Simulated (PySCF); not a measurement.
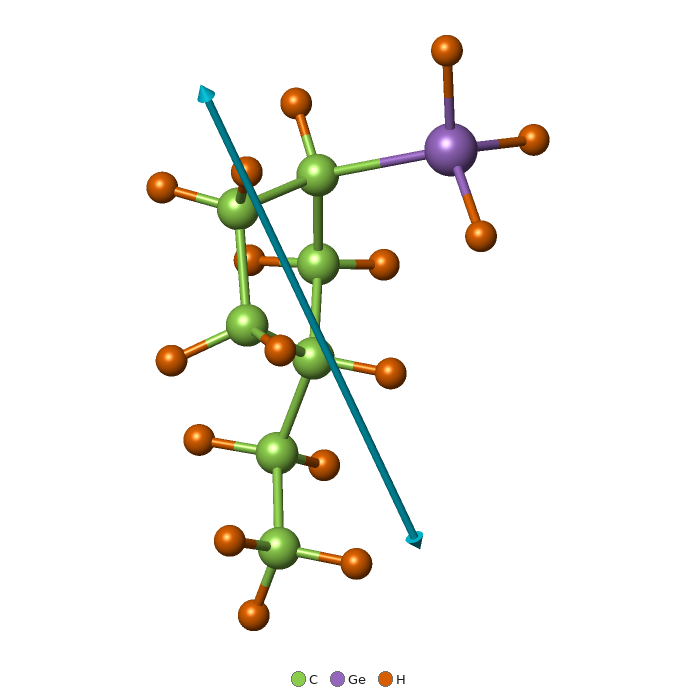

The double arrow shows the direction of the transition dipole to excited singlet state 8 (its length means nothing). The geometry was computed by an optimisation with PBE0-D3(BJ)/def2-SVP. No frequency run is at hand to confirm it as a minimum. Level of theory: TDDFT PBE0/def2-SVPD, vertical, gas phase, core orbitals frozen in the response (PySCF 2.14.0).

> Give its energy, strength and character.

8.18 eV (152 nm), oscillator strength 0.022, mainly HOMO−3 → LUMO (weight 0.61); transition dipole 0.85 D.
